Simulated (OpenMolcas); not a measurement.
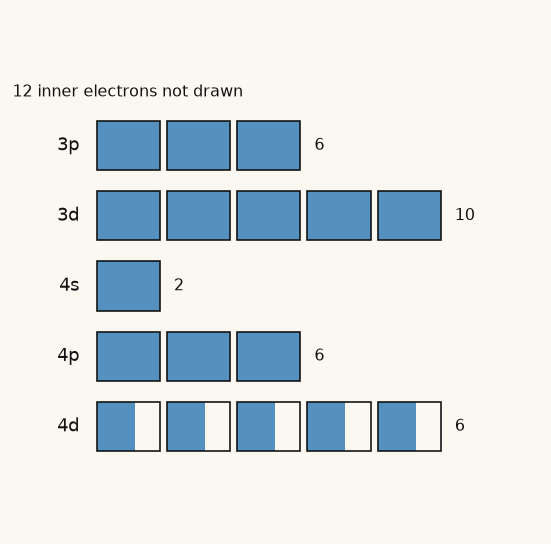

Figure 1. The outer shells of the leading configuration of the lowest level: a box for each of the 2l + 1 orbitals, shaded by the share of the shell that is filled, with the electron count at the right.

# Run report: Rh³⁺ complex, multiconfigurational calculation

Rh³⁺ with 6 ligands (F; octahedron, 2.091 Å), embedded in Cs2NaYF6 by model potentials and point charges, whose field is part of the energies. Computed at this level: state-averaged SS-CASPT2, IPEA shift 0.25, imaginary shift 0.1 hartree, closed shells 4s 4p of the metal and the valence shells of the ligands correlated, active space 6 electrons in the shell 4d, basis ANO-RCC-VDZP on the metal and ANO-RCC-VDZP on the ligands, DKH2 scalar Hamiltonian, spin-orbit coupling by RASSI with atomic mean-field integrals (OpenMolcas).

### Summary

```tsv
quantity	value
outcome	converged; degenerate states are split by up to 305 cm⁻¹
energy of the lowest spin-free term	−5380.50501 hartree
energy of the lowest spin-orbit level	−5380.50798 hartree
CASPT2 correlation energy	−1.6827 hartree
largest spread among components of a term	305.3 cm⁻¹
lowest reference weight	0.690
hardware	1 thread of Arm Neoverse V1, 24 GiB of memory available, shared host
wall time	5.6 min
peak memory	0.38 GiB
```

### Notes

The components of ³T2, which symmetry makes degenerate, are split by 305 cm⁻¹ in CASPT2, and those of 8 more by over 50 cm⁻¹. This is an artefact; the levels of such states rest on averages and are uncertain by about as much. To bear in mind: small active space favours high spin, ground spin may be wrong; the geometry is set by hand, with no relaxation.

### Input file
```
&GATEWAY
Basis set
Rh.ANO-RCC-VDZP.
Rh1 0.0 0.0 0.0 Angstrom
End of basis
Basis set
F.ANO-RCC-VDZP.
L1 2.091000 0.000000 0.000000 Angstrom
L2 0.000000 2.091000 0.000000 Angstrom
L3 0.000000 0.000000 2.091000 Angstrom
End of basis
Basis set
Na.EMB-AIMP.Ruiperez.7s4p.1s1p.ECP.Cs2NaYF6.
PseudoCharge
* 3 symmetry-unique lattice sites within 7.6 angstrom
End of basis
Basis set
Cs.EMB-AIMP.Ruiperez.0s.0s.ECP.Cs2NaYF6.
PseudoCharge
* 16 symmetry-unique lattice sites within 7.6 angstrom
End of basis
Basis set
F.EMB-AIMP.Ruiperez.0s.0s.ECP.Cs2NaYF6.
PseudoCharge
* 27 symmetry-unique lattice sites within 7.6 angstrom
End of basis
Basis set
Y.EMB-AIMP.Ruiperez.0s.0s.ECP.Cs2NaYF6.
PseudoCharge
* 6 symmetry-unique lattice sites within 7.6 angstrom
End of basis
Symmetry
XYZ
AngMom=0.0 0.0 0.0
AMFI
RICD
XField
1537 Angstrom 0
* Evjen-weighted lattice charges
&SEWARD
&RASSCF
FileOrb=start.orb
Symmetry=1
Spin=5
nActEl=6 0 0
Inactive=24 24
Ras2=5 0
CIRoot=5 5 1
SDav=5
CIMx=300
Iter=150 100
PrWF=0.3
OrbListing=Nothing
MaxOrb=0
LevShft=1.0
>>> COPY $Project.JobIph JOB001
&RASSCF
FileOrb=start.orb
Symmetry=1
Spin=3
nActEl=6 0 0
Inactive=24 24
Ras2=5 0
CIRoot=45 45 1
SDav=45
CIMx=300
Iter=150 100
PrWF=0.3
OrbListing=Nothing
MaxOrb=0
LevShft=1.0
>>> COPY $Project.JobIph JOB002
&RASSCF
FileOrb=start.orb
Symmetry=1
Spin=1
nActEl=6 0 0
Inactive=24 24
Ras2=5 0
CIRoot=50 50 1
SDav=50
CIMx=300
Iter=150 100
PrWF=0.3
OrbListing=Nothing
MaxOrb=0
LevShft=1.0
>>> COPY $Project.JobIph JOB003
&RASSI
NrOfJobIphs=3 5 45 50
1 2 3 4 5
1 2 3 4 5 6 7 8 9 10 11 12 13 14 15 16 17 18 19 20 21 22 23 24 25 26 27
28 29 30 31 32 33 34 35 36 37 38 39 40 41 42 43 44 45
1 2 3 4 5 6 7 8 9 10 11 12 13 14 15 16 17 18 19 20 21 22 23 24 25 26 27
28 29 30 31 32 33 34 35 36 37 38 39 40 41 42 43 44 45 46 47 48 49 50
IphNames
JOB001
JOB002
JOB003
EJob
SpinOrbit
DIPRint=1.0
SOCoupling=1000.0
Subsets=2
Property=9
'ANGMOM' 1 'ANGMOM' 2 'ANGMOM' 3 'MLTPL  1' 1 'MLTPL  1' 2 'MLTPL  1' 3
'AMFI' 1 'AMFI' 2 'AMFI' 3
SOProperty=3
'ANGMOM' 1 'ANGMOM' 2 'ANGMOM' 3
>>> COPY JOB001 $Project.JobIph
&CASPT2
Multistate=5 1 2 3 4 5
NoMult
Frozen=11 9
IPEA=0.25
Imaginary=0.1
MaxIter=60
WThr=0.0 0.3 0.05
PrWF=0.5
NoMix
>>> COPY JOB002 $Project.JobIph
&CASPT2
Multistate=45 1 2 3 4 5 6 7 8 9 10 11 12 13 14 15 16 17 18 19 20 21 22
23 24 25 26 27 28 29 30 31 32 33 34 35 36 37 38 39 40 41 42 43 44 45
NoMult
Frozen=11 9
IPEA=0.25
Imaginary=0.1
MaxIter=60
WThr=0.0 0.3 0.05
PrWF=0.5
NoMix
>>> COPY JOB003 $Project.JobIph
&CASPT2
Multistate=50 1 2 3 4 5 6 7 8 9 10 11 12 13 14 15 16 17 18 19 20 21 22
23 24 25 26 27 28 29 30 31 32 33 34 35 36 37 38 39 40 41 42 43 44 45 46
47 48 49 50
NoMult
Frozen=11 9
IPEA=0.25
Imaginary=0.1
MaxIter=60
WThr=0.0 0.3 0.05
PrWF=0.5
NoMix
```

The file start.orb holds starting orbitals from an earlier step. A driver script formed the levels outside the program, from RASSI's spin-orbit matrix and the CASPT2 energies (for multi-state variants, the effective Hamiltonian), averaged over the components of each term or state. The log and the time are those of the CASPT2 step.

Launched with:
```bash
OMP_NUM_THREADS=1 MOLCAS_MEM=2457 MOLCAS_PROJECT=a pymolcas a.inp > a.log  # once for each step of the input, in one work folder
```

### The program's output (extracts)
```
--- CASPT2 ---
Orbital specifications:
      -----------------------

      Symmetry species                           1   2
                                                ag  au
      Frozen orbitals                           11   9
      Inactive orbitals                         13  15
      Active orbitals                            5   0
      Secondary orbitals                        46  52
      Deleted orbitals                           0   0
      Number of basis functions                 75  76
Type of calculation                        SS-CASPT2
      Fock operator                              state-specific
      IPEA shift                                 0.25
      Real shift                                 0.00
      Imaginary shift                            0.10
      The input orbitals will be transformed to quasi-canonical
Reference energy:       -5378.7902936066
      E2 (Non-variational):      -1.6305174156
      Shift correction:          -0.0012247817
      E2 (Variational):          -1.6317421972
      Total energy:           -5380.4220358038
      Residual norm:              0.0000003163
      Reference weight:           0.71365
      Contributions to the CASPT2 correlation energy
      Active & Virtual Only:         -0.0838877306
      One Inactive Excited:          -0.2314483237
      Two Inactive Excited:          -1.3151813612
Reference energy:       -5378.7902936066
      E2 (Non-variational):      -1.6305175745
      Shift correction:          -0.0012247992
      E2 (Variational):          -1.6317423737
      Total energy:           -5380.4220359803
      Residual norm:              0.0000003164
      Reference weight:           0.71365
      Contributions to the CASPT2 correlation energy
      Active & Virtual Only:         -0.0838873967
      One Inactive Excited:          -0.2314486032
      Two Inactive Excited:          -1.3151815747
::    CASPT2 Root  1     Total energy:  -5380.42203580
::    CASPT2 Root  2     Total energy:  -5380.42203598
::    CASPT2 Root  3     Total energy:  -5380.42203749
::    CASPT2 Root  4     Total energy:  -5380.32871068
::    CASPT2 Root  5     Total energy:  -5380.32870735
--- CASPT2 ---
Orbital specifications:
      -----------------------

      Symmetry species                           1   2
                                                ag  au
      Frozen orbitals                           11   9
      Inactive orbitals                         13  15
      Active orbitals                            5   0
      Secondary orbitals                        46  52
      Deleted orbitals                           0   0
      Number of basis functions                 75  76
Type of calculation                        SS-CASPT2
      Fock operator                              state-specific
      IPEA shift                                 0.25
      Real shift                                 0.00
      Imaginary shift                            0.10
      The input orbitals will be transformed to quasi-canonical
Reference energy:       -5378.7846083123
      E2 (Non-variational):      -1.6617808236
      Shift correction:          -0.0013158505
      E2 (Variational):          -1.6630966741
      Total energy:           -5380.4477049864
      Residual norm:              0.0000008961
      Reference weight:           0.70706
      Contributions to the CASPT2 correlation energy
      Active & Virtual Only:         -0.0859886557
      One Inactive Excited:          -0.2378575416
      Two Inactive Excited:          -1.3379346263
Reference energy:       -5378.7846083123
      E2 (Non-variational):      -1.6617805258
      Shift correction:          -0.0013157347
      E2 (Variational):          -1.6630962605
      Total energy:           -5380.4477045728
      Residual norm:              0.0000008924
      Reference weight:           0.70706
      Contributions to the CASPT2 correlation energy
      Active & Virtual Only:         -0.0859896751
      One Inactive Excited:          -0.2378665162
      Two Inactive Excited:          -1.3379243345
::    CASPT2 Root  1     Total energy:  -5380.44770499
::    CASPT2 Root  2     Total energy:  -5380.44770457
::    CASPT2 Root  3     Total energy:  -5380.44768079
::    CASPT2 Root  4     Total energy:  -5380.43101750
::    CASPT2 Root  5     Total energy:  -5380.43096289
::    CASPT2 Root  6     Total energy:  -5380.43099335
::    CASPT2 Root  7     Total energy:  -5380.36524491
::    CASPT2 Root  8     Total energy:  -5380.36532172
::    CASPT2 Root  9     Total energy:  -5380.36532660
::    CASPT2 Root 10     Total energy:  -5380.36426526
::    CASPT2 Root 11     Total energy:  -5380.36424688
::    CASPT2 Root 12     Total energy:  -5380.36423864
::    CASPT2 Root 13     Total energy:  -5380.35087674
::    CASPT2 Root 14     Total energy:  -5380.35093449
::    CASPT2 Root 15     Total energy:  -5380.35211207
::    CASPT2 Root 16     Total energy:  -5380.35201015
::    CASPT2 Root 17     Total energy:  -5380.35210750
::    CASPT2 Root 18     Total energy:  -5380.34410730
::    CASPT2 Root 19     Total energy:  -5380.34409071
::    CASPT2 Root 20     Total energy:  -5380.34406809
::    CASPT2 Root 21     Total energy:  -5380.30705915
::    CASPT2 Root 22     Total energy:  -5380.28175837
::    CASPT2 Root 23     Total energy:  -5380.28181552
::    CASPT2 Root 24     Total energy:  -5380.28176162
::    CASPT2 Root 25     Total energy:  -5380.27228570
::    CASPT2 Root 26     Total energy:  -5380.27211055
::    CASPT2 Root 27     Total energy:  -5380.26180261
::    CASPT2 Root 28     Total energy:  -5380.26211631
::    CASPT2 Root 29     Total energy:  -5380.26212366
::    CASPT2 Root 30     Total energy:  -5380.25684991
--- CASPT2 ---
Orbital specifications:
      -----------------------

      Symmetry species                           1   2
                                                ag  au
      Frozen orbitals                           11   9
      Inactive orbitals                         13  15
      Active orbitals                            5   0
      Secondary orbitals                        46  52
      Deleted orbitals                           0   0
      Number of basis functions                 75  76
Type of calculation                        SS-CASPT2
      Fock operator                              state-specific
      IPEA shift                                 0.25
      Real shift                                 0.00
      Imaginary shift                            0.10
      The input orbitals will be transformed to quasi-canonical
Reference energy:       -5378.8222985827
      E2 (Non-variational):      -1.6814112636
      Shift correction:          -0.0012953486
      E2 (Variational):          -1.6827066122
      Total energy:           -5380.5050051949
      Residual norm:              0.0000004113
      Reference weight:           0.70447
      Contributions to the CASPT2 correlation energy
      Active & Virtual Only:         -0.0878008157
      One Inactive Excited:          -0.2364128726
      Two Inactive Excited:          -1.3571975752
Reference energy:       -5378.7528215157
      E2 (Non-variational):      -1.6717055311
      Shift correction:          -0.0013480451
      E2 (Variational):          -1.6730535762
      Total energy:           -5380.4258750919
      Residual norm:              0.0000007003
      Reference weight:           0.70432
      Contributions to the CASPT2 correlation energy
      Active & Virtual Only:         -0.0826418826
      One Inactive Excited:          -0.2506572002
      Two Inactive Excited:          -1.3384064482
::    CASPT2 Root  1     Total energy:  -5380.50500519
::    CASPT2 Root  2     Total energy:  -5380.42587509
::    CASPT2 Root  3     Total energy:  -5380.42587501
::    CASPT2 Root  4     Total energy:  -5380.42591179
::    CASPT2 Root  5     Total energy:  -5380.39387176
::    CASPT2 Root  6     Total energy:  -5380.39380560
::    CASPT2 Root  7     Total energy:  -5380.39382161
::    CASPT2 Root  8     Total energy:  -5380.34223436
::    CASPT2 Root  9     Total energy:  -5380.34244834
::    CASPT2 Root 10     Total energy:  -5380.34230650
::    CASPT2 Root 11     Total energy:  -5380.34015482
::    CASPT2 Root 12     Total energy:  -5380.33907369
::    CASPT2 Root 13     Total energy:  -5380.33757177
::    CASPT2 Root 14     Total energy:  -5380.31859063
::    CASPT2 Root 15     Total energy:  -5380.31872634
::    CASPT2 Root 16     Total energy:  -5380.31872541
::    CASPT2 Root 17     Total energy:  -5380.31735208
::    CASPT2 Root 18     Total energy:  -5380.31349920
::    CASPT2 Root 19     Total energy:  -5380.31341082
::    CASPT2 Root 20     Total energy:  -5380.31342560
::    CASPT2 Root 21     Total energy:  -5380.28488853
::    CASPT2 Root 22     Total energy:  -5380.28490436
::    CASPT2 Root 23     Total energy:  -5380.26488387
::    CASPT2 Root 24     Total energy:  -5380.26487885
::    CASPT2 Root 25     Total energy:  -5380.26487927
::    CASPT2 Root 26     Total energy:  -5380.25102181
::    CASPT2 Root 27     Total energy:  -5380.25085958
::    CASPT2 Root 28     Total energy:  -5380.23846063
::    CASPT2 Root 29     Total energy:  -5380.23232400
::    CASPT2 Root 30     Total energy:  -5380.22795950
```

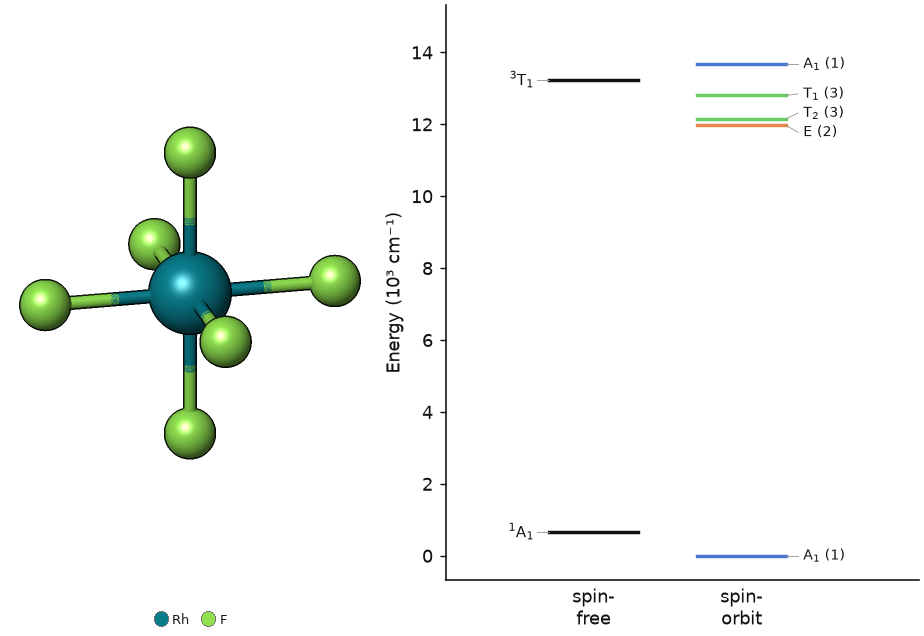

Figure 2. Rh³⁺ (4d⁶) as a dopant in Cs₂NaYF₆, a cluster with its 6 nearest F⁻ at 2.091 Å (octahedron) embedded in model potentials and point charges; the geometry was set, not optimised, and its levels. Labels give the representation in O, Td, D4 or D3 as the site allows (double group for half-integer spin) where it could be assigned and, in brackets, the degeneracy; spin-free states, where drawn, share the zero of the spin-orbit levels. The ground level is A₁, non-degenerate, 95 % from states of spin multiplicity 1. The next level lies at 12,000 cm⁻¹ (E). The lowest spin-free state is ¹A₁.
